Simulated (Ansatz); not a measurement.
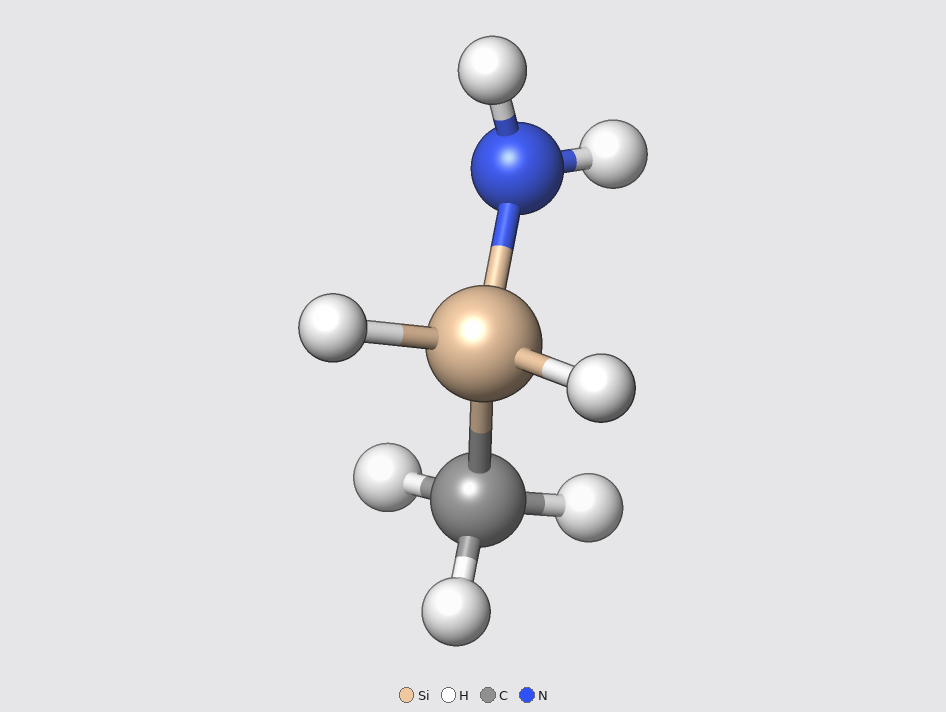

A ball-and-stick model of a molecule.

The computed structure is the end point of a PBE0-D4/def2-TZVP optimisation.

Describe the molecule.

Formula CH7NSi. This geometry has C1 symmetry. Coordination, clear cases only: 1 Si tetrahedral; 1 C tetrahedral.

The parts below concern this one geometry. Atoms keep their numbers from picture to picture.

Shape

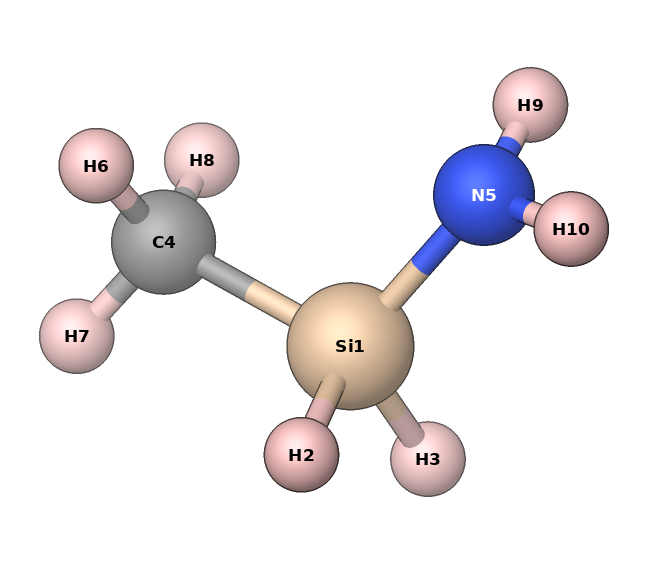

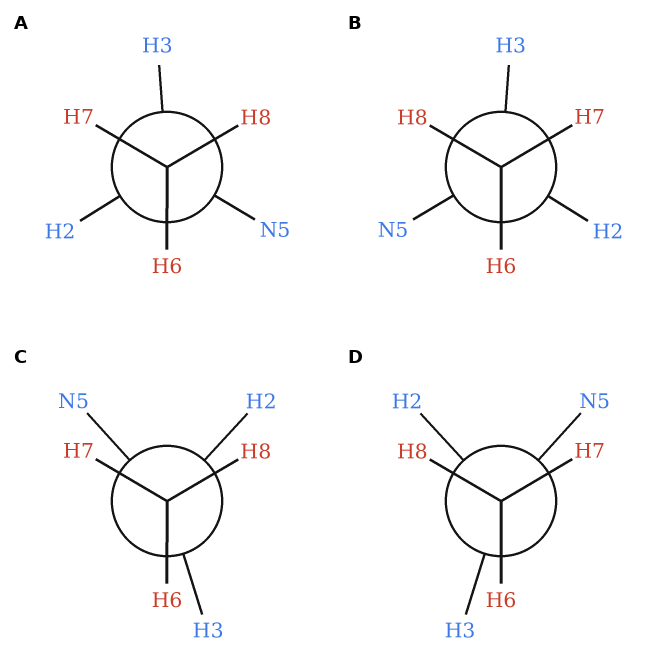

Depth is shown by fading: the farther an atom, the more it takes the colour of the background. Bonds that would overlap in a projection are set slightly apart.

Which Newman projection shows the view along C4–Si1, with C4 in front?

Answer. A. The torsion angle H6–C4–Si1–N5 is −59°, synclinal (gauche).

Vibrations

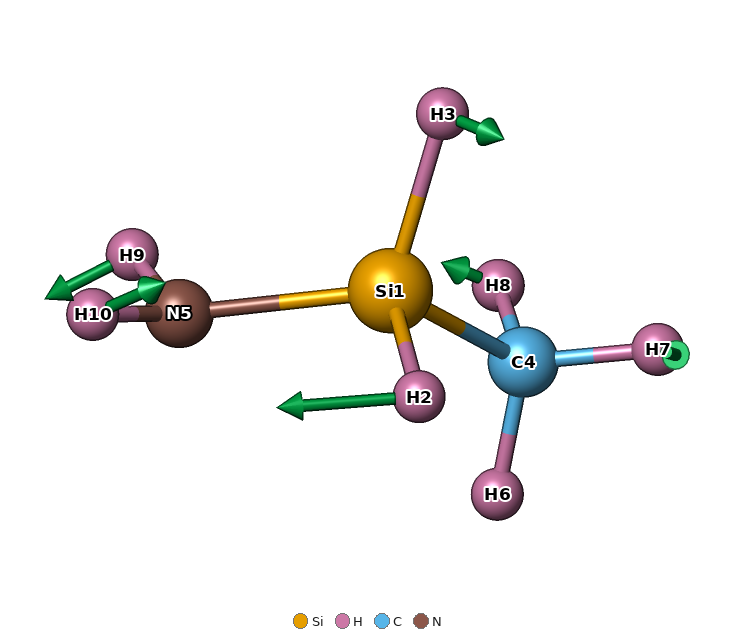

The arrows show one normal mode. Harmonic vibrations computed with RKS PBE0-D4/def2-TZVP (Ansatz 0.2.0) at a stationary point of the same level.

What kind of motion is it?

Answer. Mostly angle bending.

At what wavenumber does it lie?

Answer. 655 cm⁻¹; it is mode 6 of 24 counted from the lowest.

Dipole moment

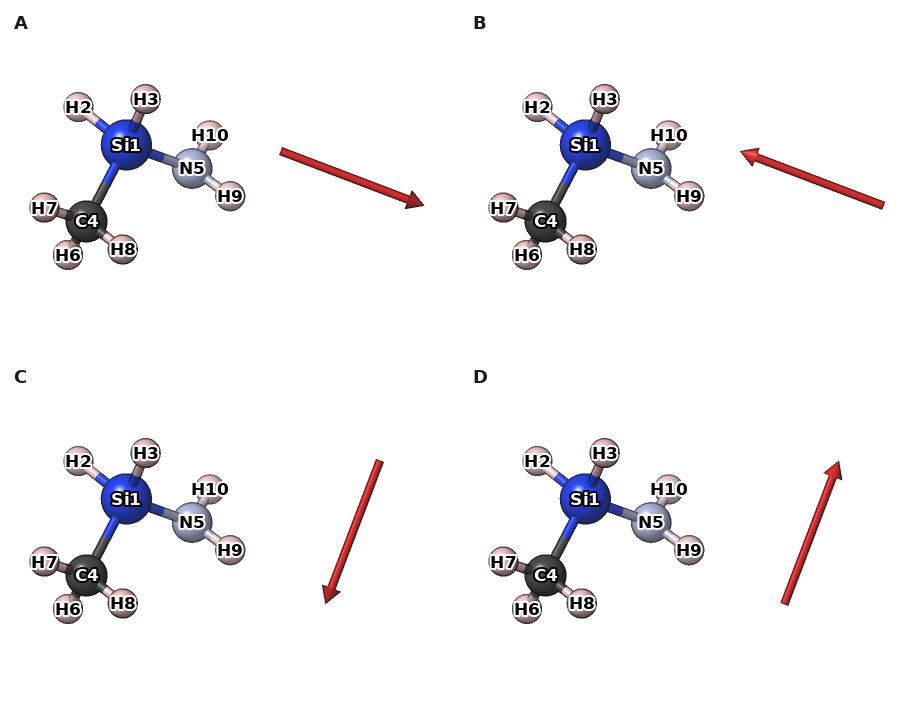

The same molecule four times, each with an arrow. Properties computed with RKS PBE0-D4/def2-TZVP (Ansatz 0.2.0).

Which arrow points along the dipole moment, from the negative to the positive end?

Answer. A. The dipole moment is 1.04 D; it points from the side of H2, H7 to the side of H9 (the outermost atoms at the two ends).

Charges

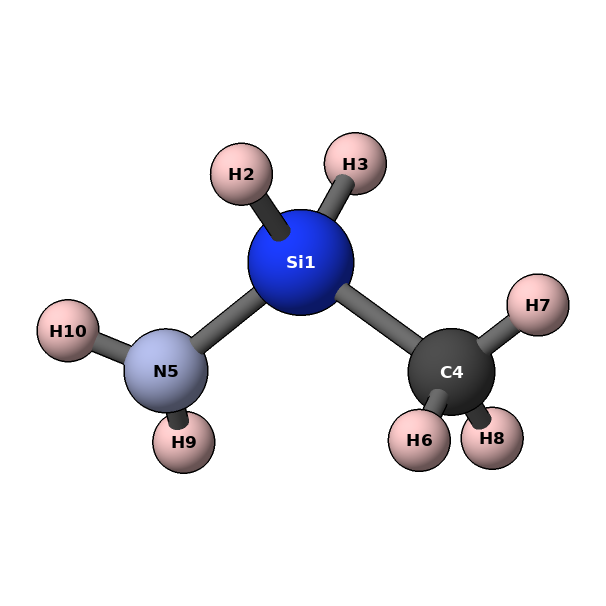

The questions are on Mulliken charges. Properties computed with RKS PBE0-D4/def2-TZVP (Ansatz 0.2.0).

Give the Mulliken charges atom by atom.

```csv
atom,value (e)
Si1,0.36
H2,−0.05
H3,−0.07
C4,−0.49
N5,−0.63
H6,0.14
H7,0.14
H8,0.13
H9,0.23
H10,0.24
```

Thermal motion

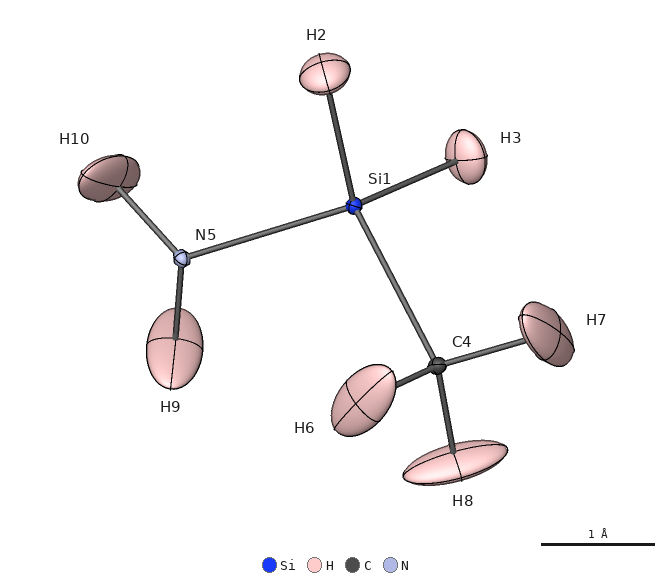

Displacement ellipsoids at the 50 % level, from the internal vibrations of the free molecule (harmonic, no overall translation or rotation; no half-axis is drawn under 0.075 Å). Vibrations computed with RKS PBE0-D4/def2-TZVP (Ansatz 0.2.0). Temperature: 298 K.

Give the displacement parameters, one line for each set of equivalent atoms.

```
atom  U_eq (Å²)   rms amplitudes (Å)
 Si1    0.00079  0.018, 0.023, 0.039
  H2     0.0184  0.090, 0.149, 0.157
  H3     0.0182  0.090, 0.146, 0.159
  C4     0.0018  0.025, 0.034, 0.060
  N5     0.0019  0.030, 0.038, 0.057
  H6     0.0393  0.074, 0.152, 0.299
  H7     0.0433  0.089, 0.158, 0.311
  H8     0.0422  0.078, 0.157, 0.310
  H9     0.0612  0.072, 0.161, 0.390
 H10     0.0579  0.082, 0.157, 0.377
```

Mulliken values depend strongly on the basis set and can even reverse the polarity of a bond.
